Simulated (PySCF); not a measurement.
SMILES C=[CH][Ge]([OH])([O]C)[O]C, GFN2-xTB optimised geometry. Atoms within 1.6 Å of the plane z = 0.8 Å (x, y, z in Å): C1 (-1.80, -3.06, 2.07), C2 (-2.29, -1.96, 1.55), Ge3 (-1.50, -1.02, 0.00), O4 (-2.13, 0.60, 0.00), O7 (0.28, -1.02, 0.00), C8 (1.11, -0.56, 1.05), H10 (-0.91, -3.53, 1.68), H11 (-3.18, -1.50, 1.95), H16 (0.90, 0.49, 1.28), H17 (2.14, -0.66, 0.70), H18 (0.97, -1.15, 1.96).

Computed with PBE0/def2-SVP run with PySCF. Cells within 0.4 Å of a nucleus heavier than hydrogen are left out (blank, or x).

Map of the electrostatic potential (hartree/e), clipped to [-0.08, 0.12] on the plane z = 0.8 Å:

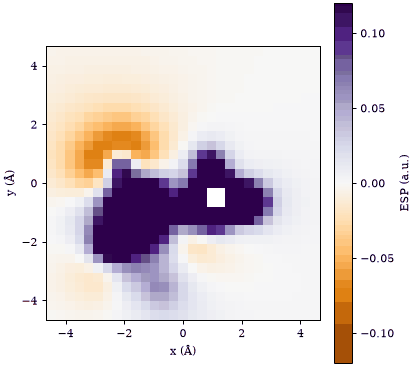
Fig. 1. Electrostatic potential (hartree/e), clipped to [-0.08, 0.12] on the plane z = 0.8 Å.
